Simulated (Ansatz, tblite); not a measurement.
# The cluster Al₂N+: a ladder of methods and basis sets

Aim: run the singlet of the cluster Al₂N+ at one geometry on many levels, and compare frontier levels, spin and run time.

The runs use Ansatz 0.2.0, Gaussian basis; as each input shows.

Levels to be run: GFN1-xTB, GFN2-xTB, PBE-D4/def2-TZVP, r2SCAN-D4/def2-TZVP, B97M-V/def2-TZVP, ωB97M-V/def2-TZVP, revPBE-D4/def2-TZVP, B3LYP-D4/def2-TZVP, LDA/def2-TZVP, PBE-D4/def2-SVP, PBE0-D4/def2-SVP, HF/STO-3G, CCSD(T)/def2-TZVPP, MP2/def2-TZVP, RPA/def2-TZVP.

1 further run of the same task is left out (set aside as unsound or not needed).

**1. The geometry**

The geometry is that of the singlet, from an earlier relaxation (PBE0-D4/def2-TZVP). At that level it is the lowest of the isomers that a small search found.

3 atoms, charge 1, spin multiplicity 1.

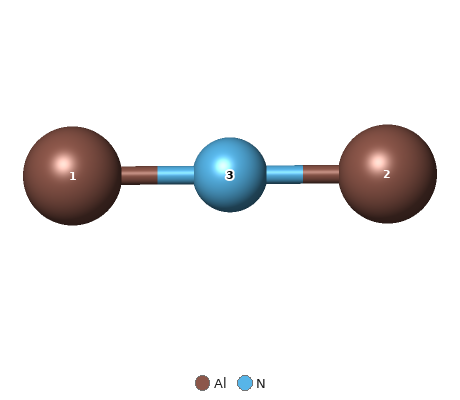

The structure; aluminium brown, nitrogen blue; atoms are numbered from 1 in the order of the file.

The ion is computed in the gas phase, without counter-ions or solvent.

PBE0-D4/def2-TZVP was run before; its log isn't repeated, and its numbers join the tables.

**2. GFN1-xTB**

Tight binding, by tblite at 300 K electronic temperature and without a spin-polarisation term:

```python
tblite.interface.Calculator('GFN1-xTB', numbers, positions, charge=1, uhf=0).singlepoint()
```

Energy -143.2918 eV, HOMO -17.02 eV, LUMO -15.73 eV; 0.011 s.

**3. GFN2-xTB**

Tight binding, by tblite at 300 K electronic temperature and without a spin-polarisation term:

```python
tblite.interface.Calculator('GFN2-xTB', numbers, positions, charge=1, uhf=0).singlepoint()
```

Energy -122.8618 eV, HOMO -16.28 eV, LUMO -15.75 eV; 0.012 s.

**4. PBE-D4/def2-TZVP**

start.molden holds the orbitals of an earlier run on this state, given as this run's starting guess.

File in.yaml:

```yaml
crystal:
  periodic: [false, false, false]
  atoms:
    - {symbol: Al, position_ang: [1.126345, 0.637038, 1.102972]}
    - {symbol: Al, position_ang: [-1.127136, -0.636973, -1.102199]}
    - {symbol: N, position_ang: [0.000791, -0.000055, -0.000783]}
basis:
  gaussian: {orbitals: def2-TZVP, initial_orbitals: start.molden}
total_charge: 1
hamiltonian: {xc: pbe, dispersion: d4}
scf: {omitted_lower_state_checks: [starts]}
output: {forces: true, orbitals: {seedname: orbitals}}
```

Command:

```bash
$ ansatz run in.yaml --threads 4 --pin off --events-out ev --progress --plain --max-ram 3916MiB
```

Standard output:

```text
Functional definition: PBE
  name "PBE"
  cite "Perdew, Burke & Ernzerhof, Phys. Rev. Lett. 77, 3865 (1996) doi:10.1103/PhysRevLett.77.3865"
  parent pbe
  parameter kappa = 0.804
  parameter beta = 0.06672455060314922
  exchange = pbe_x(kappa = kappa, mu = beta*pi^2/3)
  correlation = pbe_c(beta = beta)
these checks for a lower state are left out or cut short: starts
673 factors; their error is unknown
mean field evaluation 1: about -14667.0564 eV, gradient 9.5e0 eV
mean field evaluation 2: about -14667.1244 eV, gradient 9.2e-2 eV
mean field evaluation 4: about -14667.1177 eV, gradient 2.4e-4 eV
mean field evaluation 8: about -14667.1177 eV, gradient 2.5e-5 eV
mean field -14667.11770220 eV, -539.0066338264 hartree, gradient 2.5e-5 eV, S^2 0.000000; 0 other end points of the search recorded, 0 dependent functions left out
the calculation of the forces begins
reference -14667.11773634 eV, -539.0066350810 hartree; 16, 16 occupied and 89, 89 virtual orbitals, 673 factors
Total energy: -14667.22439161 eV, -539.0105545897 hartree
Atom 0 at     1.126345     0.637038     1.102972 Å, force     0.281088     0.158762     0.274594 eV/Å
Atom 1 at    -1.127136    -0.636973    -1.102199 Å, force    -0.280778    -0.158891    -0.275226 eV/Å
Atom 2 at     0.000791    -0.000055    -0.000783 Å, force    -0.000310     0.000129     0.000632 eV/Å
Dipole moment:    -0.001141     0.000081     0.001116 e Å
Checks for a lower state left out: starts
```

It took 1.1 s on 4 threads of Intel Xeon at 2.50GHz, shared host.

From the report: HOMO -11.47 eV, LUMO -10.41 eV.

**5. r2SCAN-D4/def2-TZVP**

in.yaml, as its differences from that of step 4:

```diff
@@ -9,4 +9,4 @@
 total_charge: 1
-hamiltonian: {xc: pbe, dispersion: d4}
+hamiltonian: {xc: r2scan, dispersion: d4}
 scf: {omitted_lower_state_checks: [starts]}
-output: {forces: true, orbitals: {seedname: orbitals}}
+output: {orbitals: {seedname: orbitals}}
```

The command is unchanged.

Standard output:

```text
Functional definition: r2SCAN
  name "r2SCAN"
  cite "Furness, Kaplan, Ning, Perdew & Sun, J. Phys. Chem. Lett. 11, 8208 (2020) doi:10.1021/acs.jpclett.0c02405"
  cite "Furness, Kaplan, Ning, Perdew & Sun, J. Phys. Chem. Lett. 11, 9248 (2020) doi:10.1021/acs.jpclett.0c03077"
  parent r2scan
  parameter k0 = 0.174
  parameter k1 = 0.065
  parameter a1 = 4.9479
  exchange = r2scan_x(k0 = k0, k1 = k1, a1 = a1)
  correlation = r2scan_c
these checks for a lower state are left out or cut short: starts
673 factors; their error is unknown
mean field evaluation 1: about -14673.4778 eV, gradient 5.8e0 eV
mean field evaluation 2: about -14673.5075 eV, gradient 5.4e-2 eV
mean field evaluation 4: about -14673.5014 eV, gradient 9.8e-5 eV
mean field evaluation 8: about -14673.5014 eV, gradient 2.1e-5 eV
mean field -14673.50139467 eV, -539.2412301976 hartree, gradient 2.1e-5 eV, S^2 0.000000; 0 other end points of the search recorded, 0 dependent functions left out
reference -14673.50140513 eV, -539.2412305819 hartree; 16, 16 occupied and 89, 89 virtual orbitals, 673 factors
Total energy: -14673.52144619 eV, -539.2419670775 hartree
Checks for a lower state left out: starts
```

It took 1.8 s on 4 threads of Intel Xeon at 2.50GHz, shared host.

From the report: HOMO -11.56 eV, LUMO -10.43 eV.

**6. B97M-V/def2-TZVP**

in.yaml, as its differences from that of step 5:

```diff
@@ -9,3 +9,3 @@
 total_charge: 1
-hamiltonian: {xc: r2scan, dispersion: d4}
+hamiltonian: {xc: {name: B97M-V}}
 scf: {omitted_lower_state_checks: [starts]}
```

Same command.

Standard output, cut to the lines that bear on the results:

```text
Functional definition: B97M-V
  name "B97M-V"
  cite "Mardirossian & Head-Gordon, J. Chem. Phys. 142, 074111 (2015) doi:10.1063/1.4907719"
  cite "Becke, J. Chem. Phys. 107, 8554 (1997) doi:10.1063/1.475007"
  cite "Vydrov & Van Voorhis, J. Chem. Phys. 133, 244103 (2010) doi:10.1063/1.3521275"
  # Of w^i u^j: cxij and so on, Table III.
[...]
  gx(w, u) = cx00 + cx01*u + cx02*u^2 + (cx10 + cx11*u)*w
  gss(w, u) = css00 + css02*u^2 + css10*w + (css32*w^3 + css42*w^4)*u^2
  gos(w, u) = cos00 + cos01*u + cos03*u^3 + cos10*w + cos32*w^3*u^2
[...]
      + integral(e_c_pw_mod_opposite_spin*gos(b97_w_opposite, b97_u_opposite)) + vv10(b, c)
[...]
673 factors; their error is unknown
[...]
mean field -14672.42936724 eV, -539.2018339163 hartree, gradient 7.7e-6 eV, S^2 0.000000; 0 other end points of the search recorded, 0 dependent functions left out
reference -14672.42941612 eV, -539.2018357124 hartree; 16, 16 occupied and 89, 89 virtual orbitals, 673 factors
Total energy: -14672.42941612 eV, -539.2018357124 hartree
Checks for a lower state left out: starts
```

Wall time 2.3 s (4 threads of Intel Xeon at 2.50GHz, shared host).

From the report: HOMO -11.50 eV, LUMO -10.39 eV.

**7. ωB97M-V/def2-TZVP**

in.yaml, as its differences from that of step 6:

```diff
@@ -9,3 +9,3 @@
 total_charge: 1
-hamiltonian: {xc: {name: B97M-V}}
+hamiltonian: {xc: {name: wB97M-V}}
 scf: {omitted_lower_state_checks: [starts]}
```

Launched as before.

Standard output, cut to the lines that bear on the results:

```text
Functional definition: wB97M-V
  name "wB97M-V"
  cite "Mardirossian & Head-Gordon, J. Chem. Phys. 144, 214110 (2016) doi:10.1063/1.4952647"
  cite "Becke, J. Chem. Phys. 107, 8554 (1997) doi:10.1063/1.475007"
  cite "Vydrov & Van Voorhis, J. Chem. Phys. 133, 244103 (2010) doi:10.1063/1.3521275"
  # Of w^i u^j: cxij and so on, Table III.
[...]
  gx(w, u) = 1 - cx + cx01*u + cx10*w
  gss(w, u) = css00 + css04*u^4 + css10*w + css20*w^2 + css43*w^4*u^3
  gos(w, u) = cos00 + cos10*w + (cos20 + cos21*u)*w^2 + (cos60 + cos61*u)*w^6
[...]
      + integral(e_c_pw_mod_opposite_spin*gos(b97_w_opposite, b97_u_opposite)) + vv10(b, c)
[...]
673 factors; their error is unknown
156 factors; integrals over basis functions are off by at most 5.6e-5 eV
[...]
mean field -14674.36149611 eV, -539.2728383426 hartree, gradient 1.8e-5 eV, S^2 0.000000; 0 other end points of the search recorded, 0 dependent functions left out
reference -14674.36153651 eV, -539.2728398274 hartree; 16, 16 occupied and 89, 89 virtual orbitals, 673 factors
Total energy: -14674.36153651 eV, -539.2728398274 hartree
Checks for a lower state left out: starts
```

Run time: 2.8 s. Hardware: 4 threads of Intel Xeon at 2.50GHz, shared host.

HOMO -13.44 eV, LUMO -8.33 eV.

**8. revPBE-D4/def2-TZVP**

in.yaml, as its differences from that of step 7:

```diff
@@ -9,3 +9,3 @@
 total_charge: 1
-hamiltonian: {xc: {name: wB97M-V}}
+hamiltonian: {xc: {name: revPBE}, dispersion: d4}
 scf: {omitted_lower_state_checks: [starts]}
```

The command is unchanged.

Standard output:

```text
Functional definition: revPBE
  name "revPBE"
  cite "Zhang & Yang, Phys. Rev. Lett. 80, 890 (1998) doi:10.1103/PhysRevLett.80.890"
  cite "Perdew, Burke & Ernzerhof, Phys. Rev. Lett. 77, 3865 (1996) doi:10.1103/PhysRevLett.77.3865"
  parameter kappa = 1.245
  parameter beta = 0.06672455060314922
  exchange = pbe_x(kappa = kappa, mu = beta*pi^2/3)
  correlation = pbe_c(beta = beta)
these checks for a lower state are left out or cut short: starts
673 factors; their error is unknown
mean field evaluation 1: about -14672.8427 eV, gradient 7.6e0 eV
mean field evaluation 2: about -14672.8867 eV, gradient 7.3e-2 eV
mean field evaluation 4: about -14672.8799 eV, gradient 1.5e-4 eV
mean field evaluation 8: about -14672.8799 eV, gradient 2.4e-5 eV
mean field -14672.87986952 eV, -539.2183895695 hartree, gradient 2.4e-5 eV, S^2 0.000000; 0 other end points of the search recorded, 0 dependent functions left out
reference -14672.87991180 eV, -539.2183911236 hartree; 16, 16 occupied and 89, 89 virtual orbitals, 673 factors
Total energy: -14673.12989139 eV, -539.2275777040 hartree
Checks for a lower state left out: starts
```

It took 0.91 s on 4 threads of Intel Xeon at 2.50GHz, shared host.

Report: HOMO -11.41 eV, LUMO -10.36 eV.

**9. B3LYP-D4/def2-TZVP**

in.yaml, as its differences from that of step 8:

```diff
@@ -9,3 +9,3 @@
 total_charge: 1
-hamiltonian: {xc: {name: revPBE}, dispersion: d4}
+hamiltonian: {xc: {name: B3LYP}, dispersion: d4}
 scf: {omitted_lower_state_checks: [starts]}
```

Launched as before.

Standard output, cut to the lines that bear on the results:

```text
Functional definition: B3LYP
  name "B3LYP"
  cite "Stephens, Devlin, Chabalowski & Frisch, J. Phys. Chem. 98, 11623 (1994) doi:10.1021/j100096a001"
  cite "Becke, Phys. Rev. A 38, 3098 (1988) doi:10.1103/PhysRevA.38.3098"
  cite "Lee, Yang & Parr, Phys. Rev. B 37, 785 (1988) doi:10.1103/PhysRevB.37.785"
  cite "Vosko, Wilk & Nusair, Can. J. Phys. 58, 1200 (1980) doi:10.1139/p80-159"
[...]
673 factors; their error is unknown
[...]
mean field -14677.02303006 eV, -539.3706479114 hartree, gradient 3.3e-5 eV, S^2 0.000000; 0 other end points of the search recorded, 0 dependent functions left out
reference -14677.02323094 eV, -539.3706552933 hartree; 16, 16 occupied and 89, 89 virtual orbitals, 673 factors
Total energy: -14677.20284312 eV, -539.3772559194 hartree
Checks for a lower state left out: starts
```

Wall time 0.91 s (4 threads of Intel Xeon at 2.50GHz, shared host).

From the report: HOMO -11.97 eV, LUMO -10.04 eV.

**10. LDA/def2-TZVP**

in.yaml, as its differences from that of step 9:

```diff
@@ -9,3 +9,3 @@
 total_charge: 1
-hamiltonian: {xc: {name: B3LYP}, dispersion: d4}
+hamiltonian: {xc: lda}
 scf: {omitted_lower_state_checks: [starts]}
```

Same command.

Standard output:

```text
Functional definition: SPW92
  name "SPW92"
  cite "Dirac, Proc. Camb. Phil. Soc. 26, 376 (1930) doi:10.1017/S0305004100016108"
  cite "Slater, Phys. Rev. 81, 385 (1951) doi:10.1103/PhysRev.81.385"
  cite "Perdew & Wang, Phys. Rev. B 45, 13244 (1992) doi:10.1103/PhysRevB.45.13244"
  exchange = slater_x
  correlation = pw_c
these checks for a lower state are left out or cut short: starts
673 factors; their error is unknown
mean field evaluation 1: about -14607.0418 eV, gradient 2.7e1 eV
mean field evaluation 2: about -14607.2785 eV, gradient 3.1e-1 eV
mean field evaluation 4: about -14607.2735 eV, gradient 3.5e-2 eV
mean field -14607.27349856 eV, -536.8073999066 hartree, gradient 6.2e-6 eV, S^2 0.000000; 0 other end points of the search recorded, 0 dependent functions left out
reference -14607.27353106 eV, -536.8074011009 hartree; 16, 16 occupied and 89, 89 virtual orbitals, 673 factors
Total energy: -14607.27353106 eV, -536.8074011009 hartree
Checks for a lower state left out: starts
```

Run time: 0.6 s. Hardware: 4 threads of Intel Xeon at 2.50GHz, shared host.

Report: HOMO -11.63 eV, LUMO -10.54 eV.

(Part 1 of 2 ends here.)
